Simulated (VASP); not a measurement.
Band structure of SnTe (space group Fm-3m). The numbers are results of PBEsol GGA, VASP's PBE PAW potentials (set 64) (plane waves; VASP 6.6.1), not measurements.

Unless said otherwise, spin-orbit coupling is left out, though it shifts the bands of the heavy elements here.

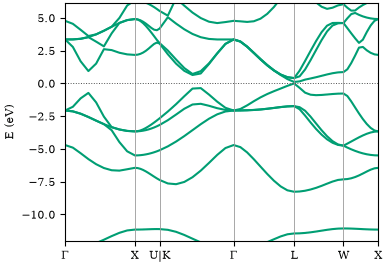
*Bands along high-symmetry lines, zero at the valence-band maximum or, without a gap, the Fermi level*

Read the plot: is there a gap, and where are the band edges?

The gap is direct, 0.12 eV, from the valence maximum at L to the conduction minimum at L.

The structure is a typed SnTe crystal (Fm-3m). The cell was not relaxed at this level.
